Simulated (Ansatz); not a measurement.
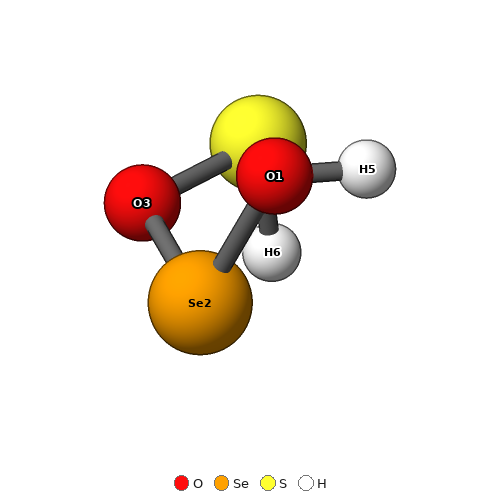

The system is H₂O₂SSe, SMILES O[Se]OS; the picture shows the reference structure. The first coordinate is: bond length Se2–O3; the second: dihedral O1–Se2–O3–S4. Nothing is relaxed (all other coordinates rigid). The grid has 11 × 12 points. Points are written as (first, second). Energies: kJ/mol, counted from the lowest grid point. Level of theory: RKS PBE-D4/def2-TZVP in Ansatz 0.2.0.

Its coordinates:

| atom | x (Å) | y (Å) | z (Å) |
| --- | --- | --- | --- |
| O | -0.3188 | 1.9310 | -0.2829 |
| Se | 0.9705 | 0.7482 | -0.7252 |
| O | 0.9079 | -0.3936 | 0.7297 |
| S | -0.4252 | -1.4225 | 0.8603 |
| H | -1.1528 | 1.5668 | -0.6383 |
| H | 0.0185 | -2.4298 | 0.0563 |

Range: bond length Se2–O3 from 1.554 to 2.406 Å; dihedral O1–Se2–O3–S4 from −180 to 150°.

> What landscape does the calculation give?

The lowest grid point is at (1.810 Å, −90°). The bottom of the well lies between grid points, at about (1.848 Å, −80°), about 2 kJ/mol lower on the interpolated surface. There is a further well near (1.895 Å, 60°) (1.5 kJ/mol above the lowest at that grid point). The highest grid point, (1.554 Å, 0°), lies 192 kJ/mol above the lowest. On the interpolated surface the easiest way out of the lowest well to the well at about (1.85 Å, 70°) passes a barrier of about 24 kJ/mol, counted from the interpolated bottom of the well. Round the minimum the two coordinates are weakly coupled (coupling −0.05 in units of the two stiffnesses).

```
dihedral O1–Se2–O3–S4 ↓, bond length Se2–O3 →  1.554  1.640  1.725  1.810  1.895  1.980  2.065  2.150  2.235  2.320  2.406
                                          150    155     79     39     21     17     22     31     42     54     67     80
                                          120    134     62     26     11     10     16     26     39     52     66     79
                                           90    119     50     16      3      3     10     22     35     49     63     77
                                           60    123     52     16      2      2      8     20     33     47     61     75
                                           30    159     80     37     17     12     15     23     34     47     60     73
                                            0    192    105     57     32     22     22     28     37     48     60     73
                                          −30    163     83     40     20     14     17     25     35     47     60     73
                                          −60    122     51     16      2      2      8     19     32     46     60     73
                                          −90    115     46     13      0      0      8     20     33     47     61     75
                                         −120    132     60     24      9      8     14     24     37     50     63     77
                                         −150    155     79     39     21     17     21     30     41     53     66     79
                                         −180    167     88     46     27     21     24     33     43     55     68     80
```

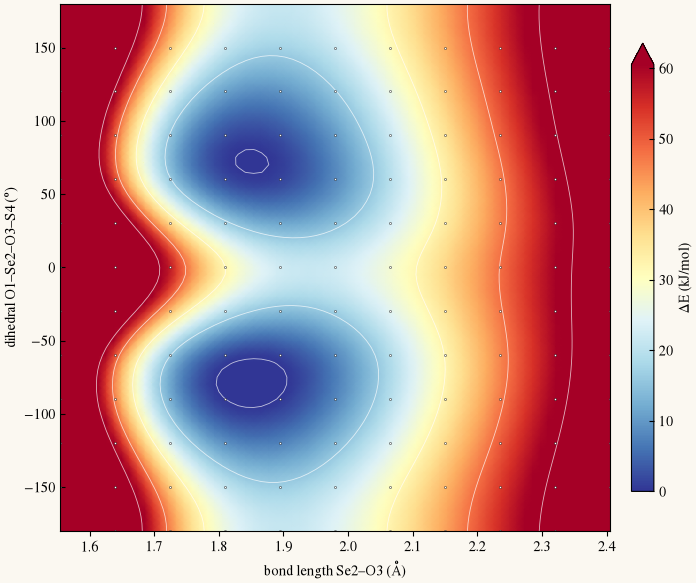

Drawn: a smooth colour map with a few white contour lines, dots at the grid points, one colour for all values above the top of the scale. Between grid points the surface is interpolated.

Each point was launched as `ansatz run input.yaml --threads 1 --pin off --max-ram 2560MiB --backend cpu --events-out ev --progress --plain --runs-dir out`. The whole map (132 points run) took 9.3 min on 1 thread of Arm Neoverse V2, on a shared host.
